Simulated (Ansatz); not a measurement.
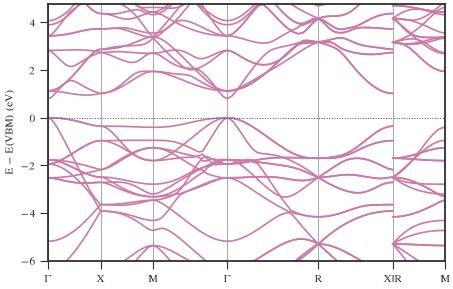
Figure: Band structure from r²SCAN in the plane-wave PAW code Ansatz

Problem. Read off the gap and where the band edges lie.

Solution. About 0.8 eV (0.79 eV by a search for the band edges); maximum at Γ, minimum at Γ.

Problem. Pick the material that matches.
A) KTaO3, cubic perovskite
B) YB3C3, Pm-3n (Y on 2a, B on 6d, C on 6c)
C) GaAs, Pm-3n (Ga on 6c, As on 6d)
D) ZnO, Pm-3n (Zn on 6c, O on 6d)

Solution. C, GaAs, Pm-3n (Ga on 6c, As on 6d)

The start of the workflow was typed in or built on a structure type; neither database checked (COD, Materials Project) lists it. It is not the phase usual at ambient conditions (space group No. 216). The cell was relaxed with r²SCAN under the symmetry of its start; its stability against distortions is not shown here. The volume moved by 22 % from the start of the relaxation. Spin–orbit coupling is left out wherever it is not named.

Potentials: the earlier of the program's two PAW sets.
